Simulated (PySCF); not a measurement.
## Electronic structure of C₇H₁₂O₂Si in real space

```xyz
22

C     2.7357   -0.8139   -0.1723
C     1.4852   -0.2107    0.4189
O     1.1607   -0.4014    1.5714
C     0.6765    0.6267   -0.5102
C    -0.4269    1.3828    0.2305
C    -1.7098    0.5308    0.1982
C    -1.3897   -0.7551    0.8952
O    -0.9542   -1.7007    0.2896
C    -1.9753    0.1985   -1.2680
Si   -0.2685   -0.4087   -1.8514
H     3.3358   -0.0504   -0.6613
H     2.4555   -1.5556   -0.9168
H     3.3180   -1.2958    0.6089
H     1.3515    1.3161   -1.0170
H    -0.1274    1.5855    1.2615
H    -0.6360    2.3304   -0.2681
H    -2.5334    1.0518    0.6934
H    -1.5603   -0.7983    1.9805
H    -2.2929    1.0922   -1.8025
H    -2.7682   -0.5404   -1.3601
H     0.0542   -1.8174   -1.9938
H     0.0590    0.2528   -3.1327
```

Geometry: GFN2-xTB.

These are results of PBE0/pcSseg-1, SCF density, gas phase, non-relativistic in PySCF, not measurements.

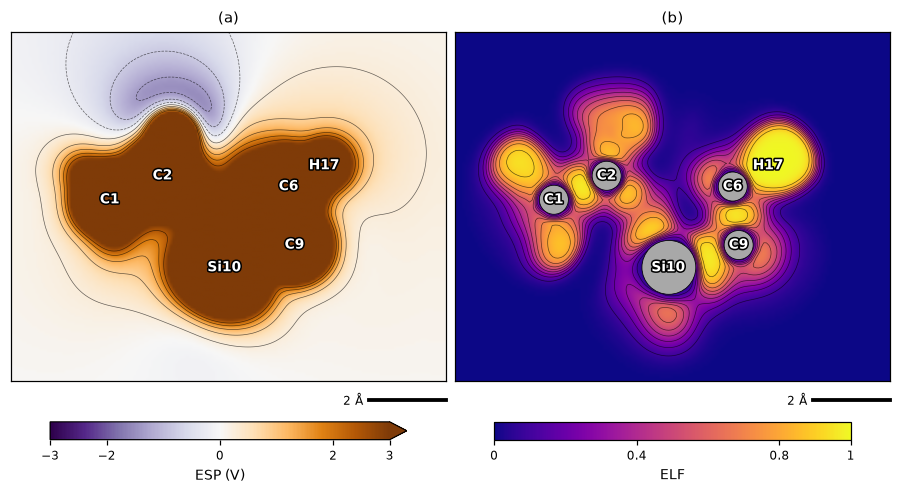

Figure 1. (a) electrostatic potential; (b) ELF on the plane of atoms C6, C9 and Si10. Grey discs cover the atomic cores in the ELF map.

> Describe what can be read from this map.

The section cuts through C, Si and H sites.
C–C (1.51 Å): the ELF peaks at about 0.95 between the atoms (localised, covalent bonding).
C–Si (1.90 Å): the ELF peaks at about 0.95 between the atoms; a covalent bond.
C–H (1.09 Å): the ELF climbs to about 1 towards the hydrogen, as it does in any bond to H: an ordinary covalent bond to hydrogen.
C–C (1.53 Å): the ELF peaks at about 0.95 between the atoms: localised, covalent bonding.
The ELF also peaks beside O3, away from the bonds: lone-pair regions.
Outside the dense part of the molecule the potential is most negative (−1.5 V) near O3, which lies off the plane.

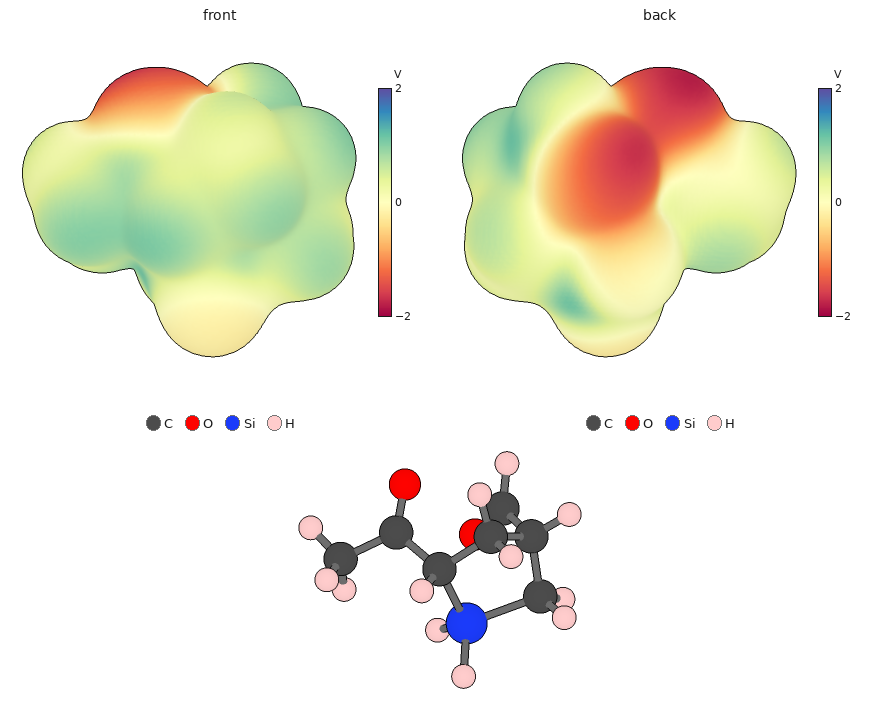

Figure 2. The electrostatic potential painted on the density surface at 0.002 e/bohr³, seen from the front and from behind; the colour scale runs from red (negative) to blue (positive). The bare structure is drawn below in the same view.

> Which sites attract a positive test charge, and which a negative one?

A positive charge is drawn to the negative regions and a negative charge to the positive ones. The most negative region (about −1.8 V) lies over O3, the most positive (about +1.1 V) over C7, Si10 and H14. O3 is the likeliest acceptor of a hydrogen bond.

> How polar is the molecule by this calculation?

Its dipole moment is 2.57 D.
